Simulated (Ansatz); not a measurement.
Consider SiO2 (Quartz).

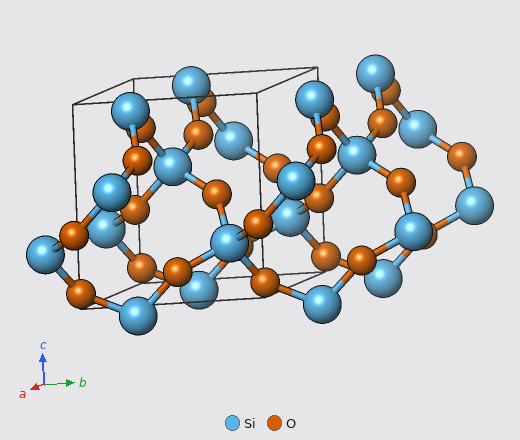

The structure (silicon blue, oxygen orange). 2×2×1 cells are drawn. Some periodic images of atoms are drawn too.

```cif
data_structure
_symmetry_space_group_name_H-M 'P 1'
_symmetry_Int_Tables_number 1
_cell_length_a 4.9158
_cell_length_b 4.9158
_cell_length_c 5.4091
_cell_angle_alpha 90.000
_cell_angle_beta 90.000
_cell_angle_gamma 120.000
_cell_volume 113.20
loop_
_atom_site_label
_atom_site_type_symbol
_atom_site_fract_x
_atom_site_fract_y
_atom_site_fract_z
_atom_site_occupancy
Si1 Si 0.53030 0.00000 0.33333 1
Si2 Si 0.00000 0.53030 0.66667 1
Si3 Si 0.46970 0.46970 0.00000 1
O4 O 0.14620 0.41420 0.88100 1
O5 O 0.58580 0.73200 0.21433 1
O6 O 0.26800 0.85380 0.54767 1
O7 O 0.41420 0.14620 0.11900 1
O8 O 0.73200 0.58580 0.78567 1
O9 O 0.85380 0.26800 0.45233 1
```

The cell and positions come from the Crystallography Open Database and are kept as given unless a step says otherwise. PAW set soft_2, made with PBE.

Gaps computed with Ansatz 0.2.0 without a self-energy: LDA 5.75 eV, PBE 6.00 eV and DDH-PBE0 10.25 eV. The mean ε∞ by PBE perturbation theory is 2.46.

Question: Estimate the G0W0@PBE gap with 6×6×4 mesh, 520 empty bands, screening to 160 eV, default PAW files.

About 8.99 eV: on its mesh the run moves the gap from 6.00 eV by +3.00 eV. Among the scalar-relativistic levels given, DDH-PBE0 is nearest (+1.26 eV). One-shot corrections scale roughly with one over ε∞, here 0.41. Bands and cutoff are finite, so the gap is not at the basis limit. The miss can reach some tenths of an eV and take either sign; the mesh is an error of its own.

[Paths, hosts, dates, memory and timing lines, banners, echoed tables and standing remarks are left out of the program output.]

[Logs are printed without paths, hosts, clocks, repeated set-up lines and the standing remarks that a program may print on its own settings, such as how far it seeks lower states.]

[Runs of the session that timed out or met a known fault of the program may be left out.]

[Cells called generated may have been cut or substituted from an entry of the Crystallography Open Database or the Materials Project.]

[Hosts, paths, dates, database ids (printed as entryN), source tags and the programs' standing remarks are cut or masked in the printed files.]
